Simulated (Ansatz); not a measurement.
Input

```
crystal:
  periodic: [false, false, false]
  atoms:
    - { symbol: "N", position_ang: [0.2503, 1.9562, 0.8512] }
    - { symbol: C, position_ang: [0.29, 0.764, 1.2049] }
    - { symbol: Si, position_ang: [-0.6469, -0.5761, 0.254] }
    - { symbol: C, position_ang: [-0.0186, -0.6664, -1.4936] }
    - { symbol: Br, position_ang: [1.7599, -1.2944, -1.6293] }
    - { symbol: H, position_ang: [-0.43592, 1.5352, 1.46257] }
    - { symbol: H, position_ang: [0.9296, 0.465, 2.0761] }
    - { symbol: H, position_ang: [-0.361, -1.8708, 0.9389] }
    - { symbol: H, position_ang: [-2.0817, -0.3362, 0.377] }
    - { symbol: H, position_ang: [-0.6775, -1.3995, -2.038] }
    - { symbol: H, position_ang: [-0.1398, 0.2875, -1.9825] }
basis:
  gaussian: { orbitals: def2-SVP }
hamiltonian:
  xc: pbe0
  dispersion: d4
relax:
  f_tol: 0.02
  max_steps: 50
output:
  orbitals: {}
```

Run with:

```sh
ansatz run input.yaml --threads 2 --pin off --max-ram 3072MiB --backend cpu --events-out ev --progress --plain --runs-dir out
```

The fields are those of the relaxed geometry.

Computed with RKS PBE0-D4/def2-SVP in Ansatz 0.2.0.

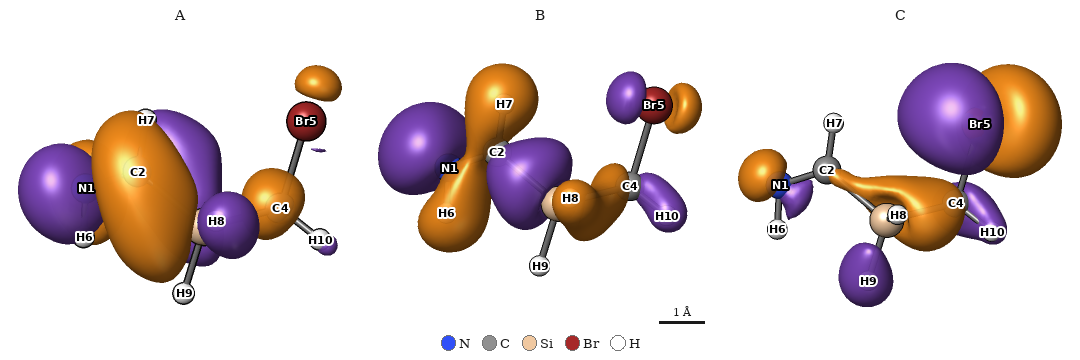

C2H6BrNSi. Three frontier orbitals at ±0.08 Å⁻³ᐟ² (orange and purple are the two phases), in no order.

**Order the three orbitals by energy and name them.**

C is the HOMO−1 (−7.93 eV). Its weight (Hirshfeld) is mainly on Br5 (about 75 %), C4 (about 10 %) and Si3 (about 5 %); largely a lone pair of Br5. B is the HOMO (−7.17 eV). It lies mainly on N1 (about 50 %), C2 (about 15 %), Si3 (about 10 %), H7 (about 5 %) and H6 (about 5 %). A is the LUMO (−0.98 eV). Its weight (Hirshfeld) is mainly on N1 (about 35 %), C2 (about 30 %) and Si3 (about 15 %); π-antibonding (π*) across N1–C2.

**What is the HOMO–LUMO gap?**

6.19 eV between the orbital energies.
